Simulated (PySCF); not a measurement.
```
atom    x (Å)    y (Å)    z (Å)
   F   3.7537  -0.1721  -0.0619
   C   2.5855  -0.1776  -0.7965
  Si   1.1134   0.1401   0.3608
   O   0.2192  -1.2199   0.4712
   C  -1.1742  -1.1253   0.6315
   C  -1.7895  -0.1219  -0.3380
   C  -1.2082   1.2708  -0.1195
   O   0.1822   1.2938  -0.3224
   H   2.6987   0.6038  -1.5492
   H   2.5444  -1.1482  -1.2932
   H   1.5500   0.5657   1.6897
   H  -1.3990  -0.8295   1.6635
   H  -1.5795  -2.1263   0.4565
   H  -1.5623  -0.4381  -1.3574
   H  -2.8700  -0.0954  -0.2009
   H  -1.4288   1.6070   0.9006
   H  -1.6424   1.9851  -0.8253
```

Geometry: GFN2-xTB.

All numbers below come from B3LYP/def2-SVPD, SCF density, gas phase (PySCF).

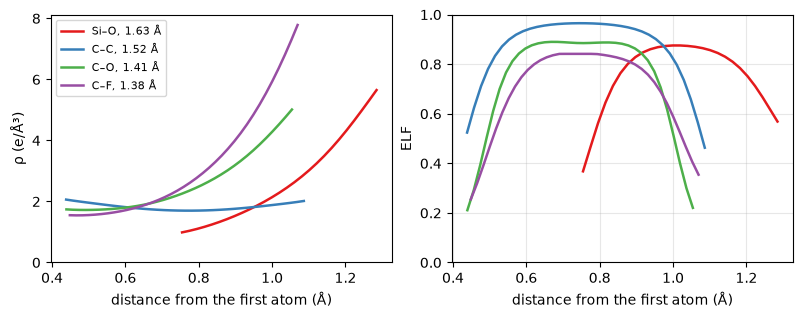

C4H9FO2Si (SMILES FC[SiH]1OCCCO1). Electron density and electron localisation function along straight lines between neighbouring atoms. The curves leave out the atomic cores.

> What kind of bonding do the profiles show?

Si–O (1.63 Å): ρ at the midpoint is about 1.2 e/Å³; the ELF peaks at about 0.90 between the atoms (a shared but strongly polarised pair).
C–C (1.52 Å): ρ is about 1.7 e/Å³ halfway; the ELF peaks at about 0.95 between the atoms: a shared electron pair.
C–O (1.41 Å): the density is about 2 e/Å³ at the midpoint, with its minimum of 1.7 e/Å³ about 0.5 Å from C; the ELF peaks at about 0.90 between the atoms (a shared but strongly polarised pair).
C–F (1.38 Å): the density is about 2 e/Å³ at the midpoint, with its minimum of 1.5 e/Å³ about 0.5 Å from C; the ELF peaks at about 0.85 between the atoms (a shared but strongly polarised pair).
